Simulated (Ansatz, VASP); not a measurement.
# Cross-check of HgTe between VASP and Ansatz

Aim: how closely do two programs agree when they are given the same cell, functional and k mesh?

Program: Ansatz 0.2.0. Level of theory: plane waves, with VASP 6.6.1 beside it; zone-centre phonons at PBE and zone-centre phonons at PBEsol with D3(BJ). Results are calculated unless marked as measured.

## (1) The structure

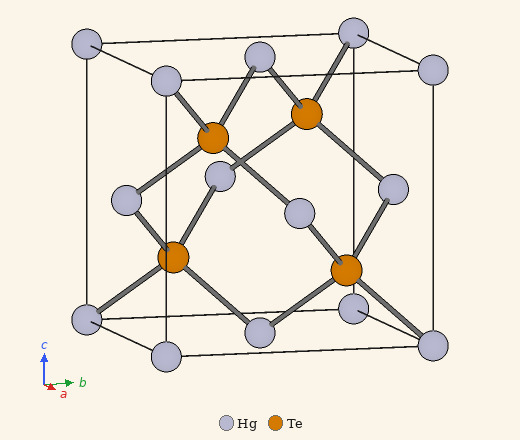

The starting structure, seen slightly off an axis (mercury light grey, tellurium orange). This picture shows the conventional cell, with its axes. Bonds to atoms that aren't drawn are left out. Some periodic images of atoms are drawn too.

As a file:

```cif
data_structure
_symmetry_space_group_name_H-M 'P 1'
_symmetry_Int_Tables_number 1
_cell_length_a 4.7061
_cell_length_b 4.7061
_cell_length_c 4.7061
_cell_angle_alpha 60.000
_cell_angle_beta 60.000
_cell_angle_gamma 60.000
_cell_volume 73.70
loop_
_atom_site_label
_atom_site_type_symbol
_atom_site_fract_x
_atom_site_fract_y
_atom_site_fract_z
_atom_site_occupancy
Hg1 Hg 0.00000 0.00000 0.00000 1
Te2 Te 0.75000 0.75000 0.75000 1
```

## (2) VASP: zone-centre phonons, PBE

Second derivatives magnify differences that forces hide, and they need a tight electronic threshold.

Lines of VASP's logs that name or quote its potential files are left out, and so is its time.

The input, INCAR:

```
SYSTEM = HgTe
PREC = Accurate
ENCUT = 450
EDIFF = 1E-08
NELM = 100
ISMEAR = 1
SIGMA = 0.15
LREAL = .FALSE.
ALGO = Normal
GGA = PE
NBANDS = 15
LORBIT = 11
LWAVE = .FALSE.
LCHARG = .FALSE.
KPAR = 2
IBRION = 8
ISIF = 2
```

The input, POSCAR:

```
HgTe
1.0
    0.0000000000      3.3277416017      3.3277416017
    3.3277416017      0.0000000000      3.3277416017
    3.3277416017      3.3277416017      0.0000000000
Hg Te
1 1
Direct
    0.0000000000      0.0000000000      0.0000000000
    0.7500000000      0.7500000000      0.7500000000
```

The input, KPOINTS:

```
Automatic mesh
0
Gamma
10 10 10
0 0 0
```

PAW data sets: Hg and Te (PBE family, release 64).

Launch:

```
$ mpirun -np 2 vasp_std
```

Numbers of over 12 decimals in the logs are rounded to 6 here.

Log:

```text
[banner, memory and clock lines left out]
running    2 mpi-ranks, on    1 nodes
 distrk:  each k-point on    1 cores,    2 groups
 distr:  one band on    1 cores,    1 groups

 POSCAR found type information on POSCAR HgTe
 POSCAR found :  2 types and       2 ions
 LDA part: xc-table for (Slater+PW92), standard interpolation
 POSCAR, INCAR and KPOINTS ok, starting setup
 FFT: planning ... GRIDC
 FFT: planning ... GRID_SOFT
 FFT: planning ... GRID
 WAVECAR not read
 entering main loop
       N       E                     dE             d eps       ncg     rms          rms(c)
DAV:   1     0.922551477512E+02    0.92255E+02   -0.73104E+03  1426   0.909E+02
DAV:   2    -0.470630453020E+00   -0.92726E+02   -0.87632E+02  1606   0.220E+02
DAV:   3    -0.381897731599E+01   -0.33483E+01   -0.33396E+01  1732   0.437E+01
DAV:   4    -0.385190272749E+01   -0.32925E-01   -0.32923E-01  2079   0.387E+00
DAV:   5    -0.385198328505E+01   -0.80558E-04   -0.80557E-04  1830   0.183E-01    0.632E+00
DAV:   6    -0.365665709088E+01    0.19533E+00   -0.40809E-01  1501   0.838E+00    0.518E+00
DAV:   7    -0.365108666071E+01    0.55704E-02   -0.90068E-02  1536   0.206E+00    0.204E+00
DAV:   8    -0.365062646713E+01    0.46019E-03   -0.84359E-03  1606   0.107E+00    0.496E-01
DAV:   9    -0.365065485985E+01   -0.28393E-04   -0.74286E-04  1781   0.306E-01    0.938E-02
DAV:  10    -0.365068471851E+01   -0.29859E-04   -0.87412E-05  1614   0.847E-02    0.461E-02
DAV:  11    -0.365069887420E+01   -0.14156E-04   -0.25866E-05  1599   0.351E-02    0.201E-02
DAV:  12    -0.365069820446E+01    0.66974E-06   -0.32049E-06  1676   0.119E-02    0.132E-02
DAV:  13    -0.365069818896E+01    0.15504E-07   -0.24636E-07  1725   0.326E-03    0.663E-03
DAV:  14    -0.365069810877E+01    0.80189E-07   -0.24994E-07  1466   0.448E-03    0.265E-03
DAV:  15    -0.365069812479E+01   -0.16020E-07   -0.20732E-08  1858   0.113E-03    0.182E-03
DAV:  16    -0.365069817033E+01   -0.45544E-07   -0.18247E-09  1125   0.278E-04    0.303E-04
DAV:  17    -0.365069815898E+01    0.11351E-07   -0.62718E-10   796   0.156E-04    0.931E-05
DAV:  18    -0.365069816246E+01   -0.34815E-08   -0.13199E-10   747   0.727E-05
   1 F= -.36506982E+01 E0= -.36507983E+01  d E =0.300497E-03
 Linear response reoptimize wavefunctions to high precision
DAV:   1    -0.365069816286E+01   -0.39745E-09   -0.25711E-11   936   0.329E-05
DAV:   2    -0.365069816279E+01    0.67303E-10   -0.38421E-12   768   0.133E-05
 Linear response DOF=           2
 Linear response progress:
  Degree of freedom:   1/  2
       N       E                     dE             d eps       ncg     rms          rms(c)
RMM:   1    -0.381444113549E+00   -0.38144E+00   -0.15521E-01  8416   0.273E+00
RMM:   2    -0.380278921358E+00    0.11652E-02   -0.15618E-03  7837   0.278E-01    0.106E-01
RMM:   3    -0.379796661077E+00    0.48226E-03   -0.53842E-05  8593   0.448E-02    0.633E-02
RMM:   4    -0.379281894645E+00    0.51477E-03   -0.41234E-05  8248   0.360E-02    0.113E-02
RMM:   5    -0.379257375888E+00    0.24519E-04   -0.17574E-06  8762   0.855E-03    0.162E-03
RMM:   6    -0.379267044222E+00   -0.96683E-05   -0.38081E-08  8991   0.124E-03    0.638E-04
RMM:   7    -0.379266845715E+00    0.19851E-06   -0.46810E-08  8439   0.100E-03    0.168E-04
RMM:   8    -0.379266454429E+00    0.39129E-06   -0.44003E-09  9006   0.217E-04    0.561E-05
RMM:   9    -0.379267025902E+00   -0.57147E-06   -0.29601E-09  8266   0.158E-04    0.105E-05
RMM:  10    -0.379267032569E+00   -0.66667E-08   -0.24990E-10  9251   0.212E-05    0.543E-06
 first order change of Fermi-energy  -0.94473E-04
 force on displaced ion       1 direction 1 :  -2.694   0.000   0.000
 Linear response progress:
  Degree of freedom:   2/  2
       N       E                     dE             d eps       ncg     rms          rms(c)
RMM:   1    -0.475838706550E-01   -0.47584E-01    0.63104E-02 12535   0.982E-01
RMM:   2    -0.481748923338E-01   -0.59102E-03   -0.16456E-03  7976   0.255E-01    0.109E-01
RMM:   3    -0.482334289667E-01   -0.58537E-04   -0.10344E-04  8275   0.601E-02    0.677E-02
RMM:   4    -0.483660867332E-01   -0.13266E-03   -0.30198E-05  8281   0.351E-02    0.869E-03
RMM:   5    -0.483842220200E-01   -0.18135E-04   -0.12762E-06  8490   0.657E-03    0.444E-03
RMM:   6    -0.483916633652E-01   -0.74413E-05   -0.11371E-07  8287   0.266E-03    0.123E-03
RMM:   7    -0.483908614447E-01    0.80192E-06    0.24835E-08  8414   0.763E-04    0.475E-04
RMM:   8    -0.483918555938E-01   -0.99415E-06   -0.43164E-09  8403   0.388E-04    0.735E-05
RMM:   9    -0.483920841093E-01   -0.22852E-06   -0.63741E-09  7585   0.146E-04    0.332E-05
RMM:  10    -0.483921515933E-01   -0.67484E-07    0.37133E-10  8673   0.483E-05    0.104E-05
RMM:  11    -0.483921681191E-01   -0.16526E-07   -0.93900E-10  8795   0.162E-05    0.199E-06
RMM:  12    -0.483921667810E-01    0.13381E-08    0.39657E-09  8028   0.487E-06    0.116E-06
 first order change of Fermi-energy   0.32450E-03
 force on displaced ion       2 direction 1 :  -2.694   0.000   0.000
 Linear response finished
```

Parts of OUTCAR (step 2):

```text
ion  position               nearest neighbor table
   1  0.000  0.000  0.000-   2 2.88   2 2.88   2 2.88   2 2.88
   2  0.750  0.750  0.750-   1 2.88   1 2.88   1 2.88   1 2.88

  LATTYP: Found a face centered cubic cell.
 ALAT       =     6.6554832034

 Subroutine GETGRP returns: Found 24 space group operations
 (whereof 24 operations were pure point group operations)

The static configuration has the point symmetry T_d .

 Found     47 irreducible k-points:

   k-points           NKPTS =     47   k-points in BZ     NKDIM =     47   number of bands    NBANDS=     15

   dimension x,y,z NGX =    36 NGY =   36 NGZ =   36
   dimension x,y,z NGXF=    72 NGYF=   72 NGZF=   72

   ENCUT  =  450.0 eV  33.07 Ry    5.75 a.u.   8.14  8.14  8.14*2*pi/ulx,y,z

   NELECT =      18.0000    total number of electrons

 k-points in reciprocal lattice and weights: Automatic mesh
   0.00000000  0.00000000  0.00000000       0.001
   0.10000000  0.00000000  0.00000000       0.008
   0.20000000  0.00000000  0.00000000       0.008
   0.30000000  0.00000000  0.00000000       0.008
   0.40000000  0.00000000  0.00000000       0.008
   0.50000000  0.00000000  0.00000000       0.004
   0.10000000  0.10000000  0.00000000       0.006
   0.20000000  0.10000000  0.00000000       0.024
   0.30000000  0.10000000  0.00000000       0.024
[...]
-0.30000000  0.40000000  0.20000000       0.024
  -0.30000000  0.50000000  0.20000000       0.012

 average (electrostatic) potential at core
       1 -40.9209       2 -91.9950

  Total        0.0028493      0.0028493      0.0028493      0.0000000      0.0000000     -0.0000000
  in kB        0.0619388      0.0619388      0.0619388      0.0000000      0.0000000     -0.0000000
  external PRESSURE =       0.0619388 kB  Pullay stress =       0.0000000 kB

  energy-cutoff  :      450.00
  volume of cell :       73.70
      direct lattice vectors                 reciprocal lattice vectors
     0.000000000  3.327741602  3.327741602    -0.150252051  0.150252051  0.150252051
     3.327741602  0.000000000  3.327741602     0.150252051 -0.150252051  0.150252051
     3.327741602  3.327741602  0.000000000     0.150252051  0.150252051 -0.150252051

 POSITION                                       TOTAL-FORCE (eV/Angst)
 -----------------------------------------------------------------------------------
      0.00000      0.00000      0.00000        -0.000000      0.000000      0.000000
      4.99161      4.99161      4.99161         0.000000     -0.000000     -0.000000
 -----------------------------------------------------------------------------------
    total drift:                                0.000000      0.000000      0.000000

 Eigenvectors and eigenvalues of the dynamical matrix
 ----------------------------------------------------

   1 f  =    2.905624 THz    18.256573 2PiTHz   96.921178 cm-1    12.016689 meV
             X         Y         Z           dx          dy          dz
      0.000000  0.000000  0.000000    -0.623584    0.000000    0.000000
      4.991612  4.991612  4.991612     0.781757    0.000000    0.000000

   2 f  =    2.905624 THz    18.256573 2PiTHz   96.921178 cm-1    12.016689 meV
             X         Y         Z           dx          dy          dz
      0.000000  0.000000  0.000000     0.000000   -0.623584    0.000000
      4.991612  4.991612  4.991612     0.000000    0.781757    0.000000

   3 f  =    2.905624 THz    18.256573 2PiTHz   96.921178 cm-1    12.016689 meV
             X         Y         Z           dx          dy          dz
      0.000000  0.000000  0.000000     0.000000    0.000000   -0.623584
      4.991612  4.991612  4.991612     0.000000    0.000000    0.781757

   4 f/i=    0.000171 THz     0.001073 2PiTHz    0.005696 cm-1     0.000706 meV
             X         Y         Z           dx          dy          dz
      0.000000  0.000000  0.000000    -0.781757    0.000000    0.000000
      4.991612  4.991612  4.991612    -0.623584    0.000000    0.000000

   5 f/i=    0.000171 THz     0.001073 2PiTHz    0.005696 cm-1     0.000706 meV
             X         Y         Z           dx          dy          dz
      0.000000  0.000000  0.000000     0.000000    0.781757    0.000000
      4.991612  4.991612  4.991612     0.000000    0.623584    0.000000

   6 f/i=    0.000171 THz     0.001073 2PiTHz    0.005696 cm-1     0.000706 meV
             X         Y         Z           dx          dy          dz
      0.000000  0.000000  0.000000     0.000000    0.000000    0.781757
      4.991612  4.991612  4.991612     0.000000    0.000000    0.623584

 ELASTIC MODULI CONTR FROM IONIC RELAXATION (kBar)
 Direction    XX          YY          ZZ          XY          YZ          ZX
 --------------------------------------------------------------------------------
 XX          -0.0000     -0.0000     -0.0000     -0.0000     -0.0000     -0.0000
 YY          -0.0000     -0.0000     -0.0000     -0.0000     -0.0000      0.0000
 ZZ          -0.0000     -0.0000     -0.0000     -0.0000     -0.0000     -0.0000
 XY          -0.0000     -0.0000     -0.0000    -91.4626      0.0000      0.0000
 YZ          -0.0000     -0.0000     -0.0000      0.0000    -91.4626     -0.0000
 ZX          -0.0000      0.0000     -0.0000      0.0000     -0.0000    -91.4626
 --------------------------------------------------------------------------------
```

## (3) Ansatz: zone-centre phonons, PBE

Ansatz runs on its default PAW (the set named soft_2) files.

The same cell, functional, mesh and smearing now go to Ansatz, which takes its cutoff from its data sets.

The input, input.yaml:

```yaml
crystal:
  lattice:
    - [0.0, 3.3277416017, 3.3277416017]
    - [3.3277416017, 0.0, 3.3277416017]
    - [3.3277416017, 3.3277416017, 0.0]
  atoms:
    - { symbol: Hg, position: [0.0, 0.0, 0.0] }
    - { symbol: Te, position: [0.75, 0.75, 0.75] }
hamiltonian:
  xc: pbe
  pseudopotentials: { kind: paw }
kpoints:
  mp_grid: { grid: [10, 10, 10] }
scf:
  occupations: { method: methfessel_paxton, width: 0.15 }
phonons:
  method: dfpt
  qpoints: [[0, 0, 0]]
```

Launch:

```
$ ansatz run input.yaml --threads 4 --pin off --max-ram 9216MiB --backend cpu --events-out ev --progress --plain --runs-dir out
```

Log:

```text
zone centre: on kpoints.mp_grid the ground state, and the responses unless they are solved on pairs of k-points, stand on 102 of the mesh's 1000 k-points, reduced under 8 symmetry operations, with k and −k counted as one. Each operation leaves every solved displacement unchanged or reverses it
Engine: ansatz 0.2.0, aarch64-unknown-linux-gnu
Pseudopotentials: kind: paw
Pseudopotential: Hg, paw, valence charge 20, recommended cutoff 420 eV (normal), Hg.paw.azcp
Pseudopotential: Te, paw, valence charge 16, recommended cutoff 420 eV (normal), Te.paw.azcp
Functional definition: PBE
  parameter kappa = 0.804
  parameter beta = 0.066725
  exchange = pbe_x(kappa = kappa, mu = beta*pi^2/3)
  correlation = pbe_c(beta = beta)
Crystal: 2 atoms, lattice volume = 73.702 Å³
Basis set: ecut = 420 eV, 1459 PW (Γ), exchange–correlation on 64×64×64 points (8 copies of the dense FFT grid, shifted against one another)
Bands: 22, of which v1, the nominal top of the filled ones, is band 18 counted from 1 (17 counted from 0)
Symmetry: 24 space group operations
k-points: 102 of 1000 (irreducible under 8 space group operations, time reversal used)
Non-local potential: Hg, projectors of the file, l = 0: 3, l = 1: 2, l = 2: 2, l = 3: 1
Non-local potential: Te, projectors of the file, l = 0: 2, l = 1: 2, l = 2: 2, l = 3: 2
PAW form: soft (Blöchl's): semilocal exchange-correlation on the pseudo side does not see the compensation charge
PAW one-centre angular grid: Hg, 590 points (default); XC on 64 Gauss nodes
PAW one-centre angular grid: Te, 590 points (default); XC on 64 Gauss nodes
Initial density: superposition of atomic densities (neutral atoms: chi_scale 0, normalization atom), corrected by the library's trained network
Initial wavefunctions: pseudopotential atomic-orbital guess
Functional: x = pbe(κ = 0.804, μ = 0.219515), c = pbe(β = 0.066725)
SCF iter   1: F=—  HF=-20793.748851 eV  |F-HF|=—  |Δ(HF+E_count)|=         —  Δρ=1.20e-3  dr2=2.48e-3  ethr=1.77e-3  ⟨swp⟩=5.9  Hψ=10359  notcnv=0
preconditioner: auto → none  [insulator: Δε(μ)=0.436 eV  Ē_g=10.216 eV  σ=0.150 eV  W_gap=0.60  n_scr=14 (ndim 8)  ℏωp=18.4 eV  f_vac=0.207  D(μ)=0.10/eV (n_scr^D=0)  ε∞_Penn≈4.2]
SCF iter   2: F=—  HF=-20793.748793 eV  |F-HF|=—  |Δ(HF+E_count)|=   5.77e-5  S|Δr|=    0.00e0  Δρ=5.45e-4  dr2=2.62e-4  ethr=6.88e-6  ⟨swp⟩=2.3  Hψ=4101  notcnv=0
SCF iter   3: F=—  HF=-20793.748898 eV  |F-HF|=—  |Δ(HF+E_count)|=   1.05e-4  S|Δr|=    0.00e0  Δρ=2.06e-4  dr2=2.95e-5  ethr=7.28e-7  ⟨swp⟩=2.0  Hψ=3061  notcnv=0
SCF iter   4: F=—  HF=-20793.748992 eV  |F-HF|=—  |Δ(HF+E_count)|=   9.45e-5  S|Δr|=    0.00e0  Δρ=7.77e-5  dr2=4.67e-6  ethr=8.21e-8  ⟨swp⟩=2.0  Hψ=3156  notcnv=0
SCF iter   5: F=—  HF=-20793.749012 eV  |F-HF|=—  |Δ(HF+E_count)|=   1.92e-5  S|Δr|=    0.00e0  Δρ=1.54e-5  dr2=1.54e-7  ethr=1.30e-8  ⟨swp⟩=2.0  Hψ=3167  notcnv=0
SCF iter   6: F=—  HF=-20793.749014 eV  |F-HF|=—  |Δ(HF+E_count)|=   2.02e-6  S|Δr|=    0.00e0  Δρ=2.17e-6  dr2=4.41e-9  ethr=4.27e-10  ⟨swp⟩=2.5  Hψ=3210  notcnv=0
SCF iter   7: F=—  HF=-20793.749014 eV  |F-HF|=—  |Δ(HF+E_count)|=   3.20e-8  S|Δr|=    0.00e0  Δρ=4.31e-7  dr2=1.35e-10  ethr=1.22e-11  ⟨swp⟩=2.9  Hψ=4234  notcnv=0
SCF iter   8: F=-20793.749014 eV  HF=-20793.749014 eV  |F-HF|=7.28e-12  |Δ(HF+E_count)|=  5.13e-10  S|Δr|=    0.00e0  Δρ=7.16e-8  dr2=2.41e-12  ethr=1.00e-12  ⟨swp⟩=7.1  Hψ=10535  notcnv=0
SCF 1 converged in 8 iterations: F = -20793.749014 eV  dr2 = 2.41e-12
  greatest PAW one-centre occupation: 1.000 electrons in one spin orbital (limit 2), on the Hg atom at site 0 (counted from 0), in its partial waves of l = 0
DFPT response loops at Γ: preconditioner auto → none (partly filled bands, converged f_vac=0.205); β = 0.50; Broyden in place of MSR1
SCF converged after 8 iterations
Stability not checked: this state was not tested for a lower state beside it, because cold or Methfessel-Paxton smearing, or corrected tetrahedra, fill the levels in a way that the test cannot read (fill_not_monotonic; see scf.lower_state_search)
Free energy (F): -20793.749014 eV
Harris-Foulkes:  -20793.749014 eV  (|F-HF|=7.28e-12)
Internal energy: -20793.749315 eV  (E = F + TS)
E sigma→0 (E₀):  -20793.749089 eV
Entropy (-TS):   0.000301 eV (0.151 meV/atom)
Fermi energy:    7.403171 eV
Step filling:    the computed levels leave a gap of 0.0000 eV = 0.0 smearing widths at the electron count; against every level under it full and every level over it empty, smearing changes F+E_penalty+E_count by +0.140 meV and its σ→0 estimate by +0.065 meV
--- Per-component energies (eV) ---
  E_band       = -807.900833
  E_kinetic    = 782.717794
  E_local      = -4991.986659  (includes V_loc(G=0)·N_el)
  E_nonlocal   = -237.671476
  E_hartree    = 2412.656267
  E_xc         = -343.838393
  E_vxc        = -365.231800  (∫ρ·V_xc dr)
  E_paw        = -14606.750504  (= ΣΔE_a)
  E_vpaw       = -821.042011  (= ΣTr[D̂ρ^β])
  E_aug_tail   = 0.000728  (compensation charges beyond the density's cutoff)
  E_ewald      = -3808.877072
  E_smearing   = 0.000301  (= −TS)
  E_closure    = -0.000000  (closes the sum)
  Σ components = -20793.749014   (vs F -20793.749014, Δ=0.00e0)
--- Band table (eV; the first three rows and the last of 102) ---
  k-point 0: bands = [... 14 lower, 0.9367, 6.4656, 7.3847, 7.3847, 7.3847, 11.7753, 11.7753, 11.7753]
  k-point 1: bands = [... 14 lower, 0.9357, 5.7966, 7.2904, 7.2904, 7.8273, 11.6549, 11.9103, 11.9103]
  k-point 2: bands = [... 14 lower, 0.9351, 4.7484, 7.0639, 7.0639, 8.1701, 11.8844, 12.2051, 12.2051]
  k-point 101: bands = [... 14 lower, 1.4091, 2.3820, 5.1861, 5.2241, 10.1657, 11.5906, 13.2071, 13.8221]
--- Phonons (Γ-DFPT): 2 representative perturbations + reference, on 102 of 1000 k-points (Σ response iterations 6) ---
  k mesh reduced under 8 symmetry operations, with k and −k counted as one. Each operation leaves every solved displacement unchanged or reverses it
  ASR residual: 4.177e-5 → 0.000e0 eV/Å²; symmetrization residual: 8.049e-5 eV/Å²
  ASR residual per site (eV/Å²): 4.18e-5 3.64e-5
  Γ frequencies (cm⁻¹): 0.00 0.00 0.00 95.71 95.71 95.71
  non-analytic LO–TO correction: not included (Born effective charges unavailable; polar crystals: no LO–TO splitting at Γ)
--- Phonons (arbitrary-q DFPT): 1 explicit q-point ---
  q = [0, 0, 0] (of the zone-centre solve; hermiticity 6.13e-5, symmetrization 6.85e-13): -0.00 -0.00 0.00 95.71 95.71 95.71
  sum rule: each row above includes the acoustic sum rule's correction from the zone centre's row sums; it moved no ω² by more than (0.28 cm⁻¹)²
```

It took 27 s on 4 threads of Arm Neoverse N1, shared host; peak memory 0.72 GiB.

The column dr2 measures how far the density is from self-consistency, as an energy; F and HF (Harris–Foulkes) agree once it is small.

## (4) Comparison

Known differences besides the PAW data sets themselves: the data sets hold 36 valence electrons in Ansatz (default PAW (the set named soft_2) files) and 18 in VASP; the cutoff is 420 eV in Ansatz and 450 eV in VASP; VASP leaves aspherical gradient terms in its spheres out (LASPH is not set), Ansatz keeps them. Total energies have different zeros and are not compared.

Compared:

| quantity | Ansatz | VASP | difference |
| --- | --- | --- | --- |
| mode 4 to 6 (cm⁻¹) | 95.7 | 96.9 | -1.25 % |

[end of part 1 of 2]

[Lines on the potential files, build, host, timing and source positions are cut from VASP's logs without a mark.]

[Logs are printed without paths, hosts, clocks, repeated set-up lines and the standing remarks that a program may print on its own settings, such as how far it seeks lower states.]

[Hosts, paths, dates, database ids (printed as entryN), source tags and the programs' standing remarks are cut or masked in the printed files.]
